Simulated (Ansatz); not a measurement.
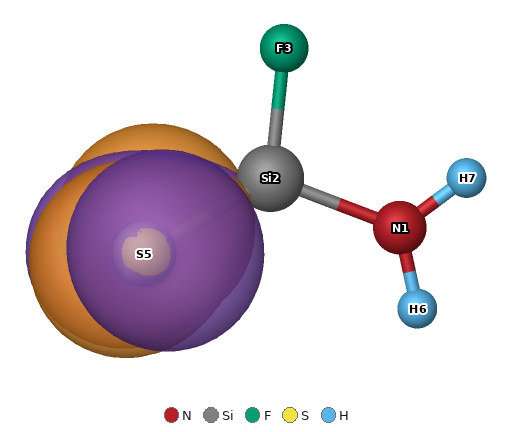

The picture shows: FH$_{2}$NS$_{2}$Si (SMILES N[Si]1(F)SS1). One frontier orbital at ±0.1 Å⁻³ᐟ² (orange and purple are the two phases), seen across its widest extent.

Geometry: PBE0-D4/def2-TZVP.

Theory: Ansatz, RKS PBE0-D4/def2-TZVPP.

```yaml
atoms:
  - { symbol: N, position_ang: [0.5266, 0.1689, 1.0627] }
  - { symbol: Si, position_ang: [-0.1785, -0.3012, -0.3811] }
  - { symbol: F, position_ang: [-0.1930, -1.8841, -0.3365] }
  - { symbol: S, position_ang: [-1.7911, 0.6802, -1.2516] }
  - { symbol: S, position_ang: [0.1822, 0.6343, -2.2023] }
  - { symbol: H, position_ang: [0.6709, 1.1298, 1.3170] }
  - { symbol: H, position_ang: [0.8440, -0.4958, 1.7462] }
```

Which orbital is it: HOMO or LUMO?

The LUMO, at −1.89 eV. It lies mainly on S4 (about 45 %) and S5 (about 45 %).
